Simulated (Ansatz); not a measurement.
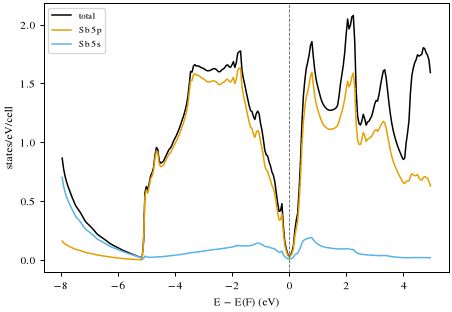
Total and projected density of states of Sb (A7 (α-As type), space group No. 166), plane-wave PAW PBE (Ansatz code)

Task: Which orbitals carry the states next to the Fermi level?

Result: Within 0.5 eV of the Fermi level: Sb 5p 83 %, Sb 5s 14 %. Projections are on Löwdin-orthogonalised atomic valence shells; empty p or d shells of many metals are not among them.

Task: Where is the tallest occupied peak in this window, and what makes it?

Result: Near -1.7 eV, about 1.8 states/eV per cell; the largest projected share is Sb 5p.

Space group R-3m (A7 (α-As type)). Symmetry was held in the PBE relaxation. Spin–orbit coupling is left out wherever it is not named.

Potentials: the earlier of the program's two PAW sets.
